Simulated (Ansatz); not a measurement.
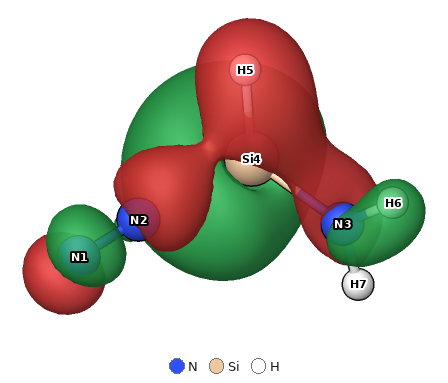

Figure. H₃N₃Si (charge +1, doublet). One frontier orbital at ±0.1 Å⁻³ᐟ² (green and red are the two phases), seen at a tilt.

Geometry: PBE0-D3(BJ)/def2-SVP.

The calculation used isolated molecule in a Gaussian basis; Kohn-Sham density functional theory, functional PBE0 in Ansatz 0.2.0.

| atom | x (Å) | y (Å) | z (Å) |
| --- | --- | --- | --- |
| N | -4.5930 | 2.5944 | -0.7682 |
| N | -3.5678 | 2.2515 | -0.9635 |
| N | -1.2748 | 0.4383 | -0.1222 |
| Si | -1.7245 | 1.2930 | -1.4796 |
| H | -1.0003 | 2.5681 | -1.7108 |
| H | -0.5147 | 0.7396 | 0.4884 |
| H | -1.6396 | -0.4781 | 0.1304 |

Which orbital is it: HOMO (β) or LUMO (β)?

Answer. The LUMO (β), at −9.10 eV. By Hirshfeld shares it lies mainly on Si4 (about 65 %), N2 (about 10 %), H5 (about 5 %), N3 (about 5 %) and N1 (about 5 %).
